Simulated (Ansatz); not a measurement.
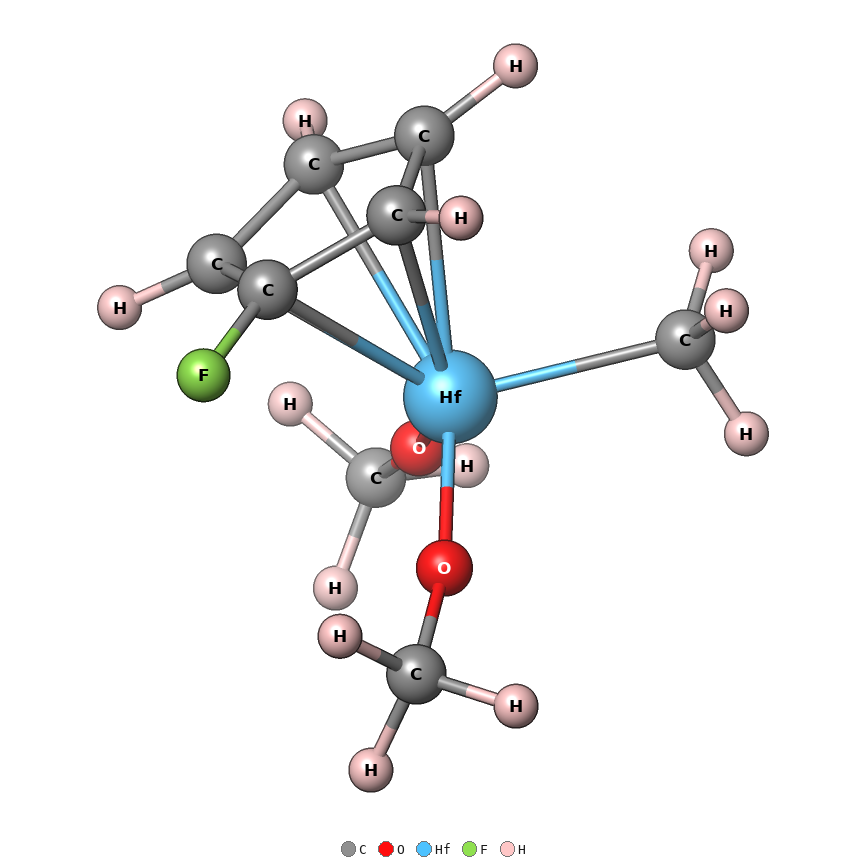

Atoms fade into the background with distance from the viewer. The species is neutral and a spin singlet. The computed structure is the end point of a PBE0-D4/def2-TZVP optimisation. No frequency run is at hand to confirm it as a minimum.

### List the symmetry elements and name the point group.

It has no symmetry element but the identity, so the point group is C1. The group has 1 operation. The geometry is chiral, and symmetry allows a dipole moment.
